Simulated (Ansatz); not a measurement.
# Calculations on Si2H5Cl2F

Part 1: Relaxation

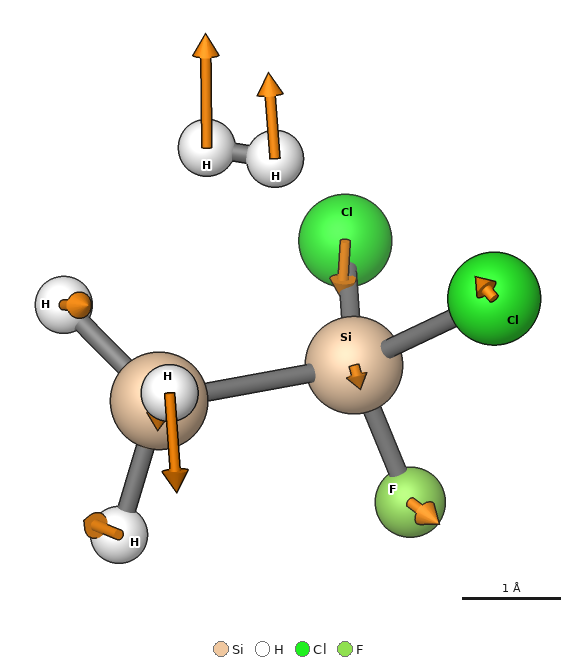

A relaxation of Si₂H₅Cl₂F. The starting structure is drawn; orange arrows show the displacements, at their true length. The two geometries are superimposed by the best rigid fit.

The picture is a ball-and-stick view, seen at a tilt.

The run prepares an end point of a later path (reaction) calculation, from a guessed geometry.

Computed with RKS B3LYP-D4/def2-SVP (Ansatz 0.2.0). Settings: no spin polarisation; force threshold 0.03 eV/Å; at most 50 steps.

Atoms of which element are displaced furthest, and by how much?

Hydrogen: up to 1.22 Å, against 0.67 Å for chlorine.

What happened in the run?

The atom that moves furthest after the best rigid fit is an H atom (1.22 Å). Largest moves by element: H 1.22 Å, Cl 0.67 Å, F 0.48 Å, Si 0.32 Å. Some distances before and after: Si–Si 2.258 → 2.338 Å, H–H 0.717 → 0.761 Å. Bond angles that change, for instance: Si–Si–Cl 113.7° → 111.2°, Si–Si–H 106.3° → 108.8°. Groups turn about Si–Si by about 45°. After 16 accepted moves (17 points after the start) the energy has fallen by 24.5 kJ/mol. Largest force component: 1.3 eV/Å at the start, 0.021 eV/Å at the end. The line search rejected the trial step at point 3 of the run. The forces were under the threshold at step 5, but the run went on from there.

Limits of the set-up: the start holds two separate molecules, 2.3 Å apart at their closest, whose relative position is a soft coordinate.

Part 2: Relaxation

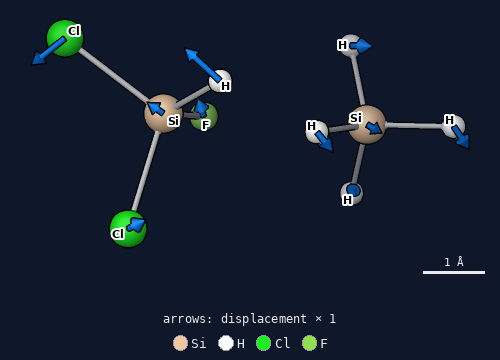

This is a relaxation of Si₂H₅Cl₂F. The starting structure is drawn; blue arrows show the displacements, at their true length. The two geometries are superimposed by the best rigid fit.

Style: ball-and-stick. Shown at a tilt.

The run prepares an end point of a later path (reaction) calculation, from a guessed geometry.

Level of theory: Ansatz, RKS B3LYP-D4/def2-SVP.

The input:
```yaml
crystal:
  periodic: [false, false, false]
  atoms:
    - { symbol: Si, position_ang: [0.452866, 0.364161, -0.470191] }
    - { symbol: Si, position_ang: [-0.017968, 0.279782, 2.940187] }
    - { symbol: H, position_ang: [-1.374837, -0.299605, 2.74998] }
    - { symbol: H, position_ang: [1.02534, -0.779604, 2.874199] }
    - { symbol: H, position_ang: [0.048167, 0.930263, 4.285556] }
    - { symbol: Cl, position_ang: [1.619155, -0.435459, -1.956783] }
    - { symbol: Cl, position_ang: [-1.199158, 1.289252, -1.251442] }
    - { symbol: F, position_ang: [-0.053832, -0.899478, 0.405997] }
    - { symbol: H, position_ang: [1.240407, 1.287352, 0.342825] }
    - { symbol: H, position_ang: [0.248461, 1.316237, 1.933572] }
basis:
  gaussian: { orbitals: def2-SVP }
hamiltonian:
  xc: b3lyp
  dispersion: d4
relax:
  f_tol: 0.03
  max_steps: 50
output:
  orbitals: {}
```

Launched with:
```bash
ansatz run input.yaml --threads 4 --pin off --max-ram 5120MiB --backend cpu --events-out ev --progress --plain --runs-dir out
```

### What happened in the run?

The atom that moves furthest after the best rigid fit is H9 (0.83 Å). Largest moves by element: H 0.83 Å, Cl 0.76 Å, F 0.37 Å, Si 0.35 Å. Among the contacts that change: Si2–H10 1.469 → 1.492 Å, Si1–H9 1.461 → 1.472 Å, Si2–H5 1.496 → 1.492 Å. Bond angles that change, for instance: Cl6–Si1–F8 105.4° → 107.7°, F8–Si1–H9 111.2° → 108.9°. Over 12 accepted moves (14 points after the start) the energy falls by 25.1 kJ/mol. Largest force component: 0.89 eV/Å at the start, 0.029 eV/Å at the end. The line search rejected the trial steps at points 3, 12 of the run. The forces were under the threshold at step 11, but the run went on from there.

Part 3: Path

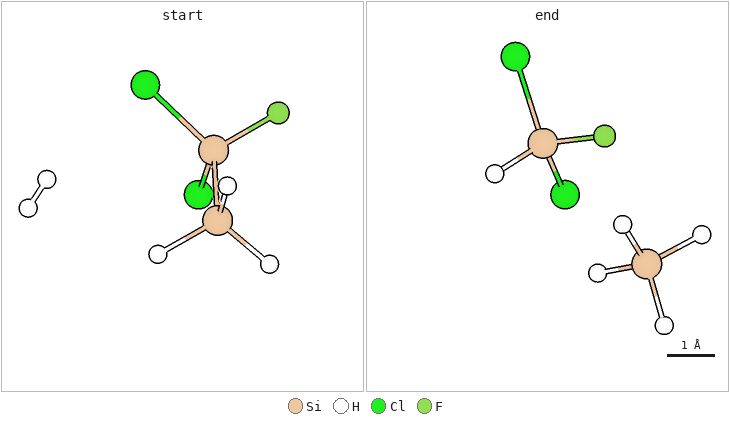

The two relaxed end points of a path for Si2H5Cl2F, made up at the start of Si2H3Cl2F and H2. A ball-and-stick model, seen from a free direction.

Method: RKS B3LYP-D4/def2-SVP in Ansatz.

Set-up: 5 movable images; climbing image; force threshold 0.05 eV/Å; iteration limit 60.

Start:
```xyz
10

Si   -0.3200   -0.3349    0.0976
Si   -0.2864   -0.3151    2.4348
H    -1.6663   -0.5676    2.9361
H     0.6417   -1.3762    2.9162
H     0.1864    1.0253    2.8757
Cl    1.5766   -0.0836   -0.6860
Cl   -1.5608    1.1367   -0.6435
F    -0.8727   -1.7536   -0.4601
H     2.1375    2.3802    0.9347
H     2.1526    2.9415    1.4486
```

End:
```xyz
10

Si    0.6617    0.3161   -0.7467
Si   -0.1825    0.2950    3.2005
H    -1.4370   -0.4270    2.8540
H     0.9779   -0.6378    3.1674
H    -0.3034    0.8747    4.5695
Cl    1.0092   -0.5736   -2.5596
Cl   -0.8165    1.7212   -0.9260
F     0.1396   -0.8286    0.2711
H     1.8990    0.9053   -0.2084
H     0.0406    1.4075    2.2319
```

Predict the minimum-energy path and its barrier.

The highest point, image 3, lies 2.79 eV above the start and 3.09 eV above the end; the end is at −0.30 eV relative to the start. Breaking: H9–H10 (0.76 → 1.14 at the top → 3.11 Å), Si1–Si2 (2.34 → 2.61 at the top → 4.04 Å). Forming: Si1–H9 (3.76 → 1.67 at the top → 1.47 Å), Si2–H10 (4.19 → 1.90 at the top → 1.49 Å). The band converged in 26 iterations, with a climbing image at the top. At the top, the vibrational analysis gives one imaginary mode (1420i cm⁻¹), as a transition state must have.

Energies of the converged images:

```json
{"image": "0", "path (Å)": "0.00", "E (eV)": "0.000"}
{"image": "1", "path (Å)": "1.24", "E (eV)": "0.013"}
{"image": "2", "path (Å)": "2.47", "E (eV)": "0.378"}
{"image": "3", "path (Å)": "3.71", "E (eV)": "2.790"}
{"image": "4", "path (Å)": "5.22", "E (eV)": "0.155"}
{"image": "5", "path (Å)": "6.74", "E (eV)": "-0.289"}
{"image": "6", "path (Å)": "8.26", "E (eV)": "-0.305"}
```

The geometry at the top of the path:

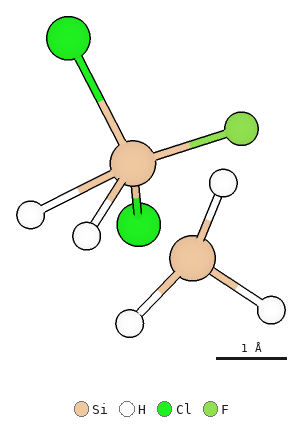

Limits of the set-up: the start holds two separate molecules, 3.0 Å apart at their closest, whose relative position is a soft coordinate.
